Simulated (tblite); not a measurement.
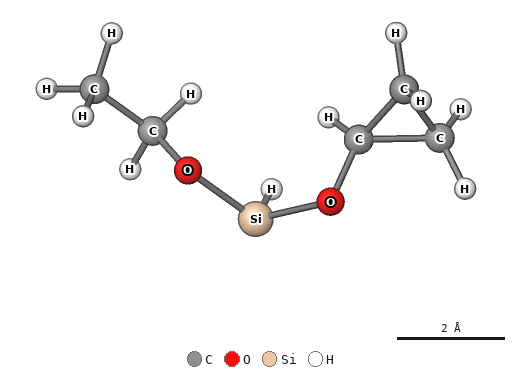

C5H11O2Si (multiplicity 2), before the relaxation. A ball-and-stick model, seen at a tilt.

Computed with tblite 0.8.0, GFN2-xTB geometry optimisation, gas phase.

```xyz
19

C    -3.2264    0.9969   -0.1862
C    -2.2598   -0.1364   -0.3604
O    -1.4694   -0.1986    0.8288
Si   -0.3371   -1.4871    0.6675
O     1.1981   -0.8233    1.0702
C     1.6670   -0.2625   -0.1152
C     2.6479    0.8675   -0.1365
C     3.1409   -0.5253   -0.4645
H    -3.3073    1.1792    0.9050
H    -2.8622    1.8822   -0.7404
H    -4.2122    0.6983   -0.6354
H    -1.5928    0.1069   -1.1808
H    -2.7978   -1.1007   -0.4689
H    -0.2248   -1.8627   -0.7676
H     0.9933   -0.3615   -0.9694
H     2.4806    1.5666   -0.9806
H     3.1019    1.2730    0.7838
H     3.6386   -1.1483    0.3159
H     3.4119   -0.6548   -1.5274
```

Question: Predict the outcome.

Answer: The largest move after the best rigid fit is that of H14, 2.17 Å. Largest moves by element: H 2.17 Å, O 1.41 Å, Si 0.78 Å, C 0.56 Å. Among the contacts that change: Si4–O5 1.720 → 1.625 Å, O3–Si4 1.723 → 1.637 Å, C6–C8 1.537 → 1.496 Å, C2–O3 1.429 → 1.391 Å. Bond angles that change, for instance: Si4–O5–C6 104.9° → 130.1°, C2–O3–Si4 108.5° → 129.3°, H12–C2–H13 114.8° → 108.4°. Groups turn about C2–O3 by about 120°, Si4–O5 by about 110°, O3–Si4 by about 50°. The energy falls by 1.417 eV in 146 geometry steps.

History of the run:

| step | E − E(0), eV |
| --- | --- |
| 0 | 0.0000 |
| 1 | -0.3416 |
| 2 | -0.5300 |
| 3 | -0.5894 |
| 4 | -0.7274 |
| 5 | -0.7739 |
| 6 | -0.8361 |
| 7 | -0.8573 |
| 8 | -0.8876 |
| 9 | -0.9263 |
| 10 | -0.9704 |
| 17 | -1.1649 |
| 24 | -1.2121 |
| 31 | -1.2270 |
| 39 | -1.2758 |
| 46 | -1.2996 |
| 53 | -1.3141 |
| 60 | -1.3283 |
| 67 | -1.3574 |
| 74 | -1.3891 |
| 82 | -1.4041 |
| 89 | -1.4074 |
| 96 | -1.4082 |
| 103 | -1.4094 |
| 110 | -1.4106 |
| 117 | -1.4119 |
| 125 | -1.4142 |
| 132 | -1.4157 |
| 139 | -1.4170 |
| 146 | -1.4172 |

The structure at the end:

```xyz
19

C    -3.1953    0.8781   -0.0382
C    -2.5386   -0.2405   -0.8349
O    -1.1868   -0.3806   -0.5374
Si   -0.4707   -0.7528    0.8866
O     1.1226   -0.7993    0.5693
C     1.8473   -0.1751   -0.4198
C     2.8647    0.8546   -0.0290
C     3.3054   -0.4954   -0.5217
H    -3.1528    0.6424    1.0226
H    -2.6656    1.8123   -0.2069
H    -4.2317    0.9943   -0.3428
H    -2.6010   -0.0257   -1.9079
H    -3.0590   -1.1875   -0.6409
H    -0.7651   -2.1136    1.3155
H     1.2863   -0.0170   -1.3343
H     3.0015    1.7132   -0.6679
H     2.9753    1.0592    1.0242
H     3.7086   -1.1825    0.2051
H     3.7453   -0.5745   -1.5036
```

The end point in the same view:

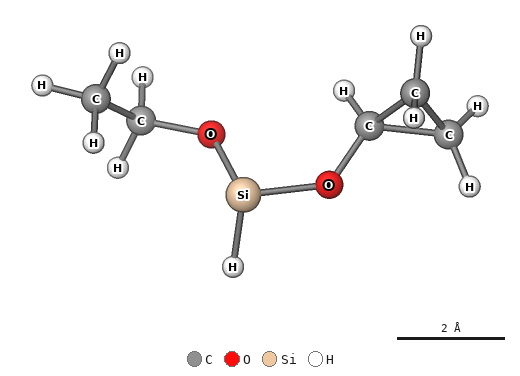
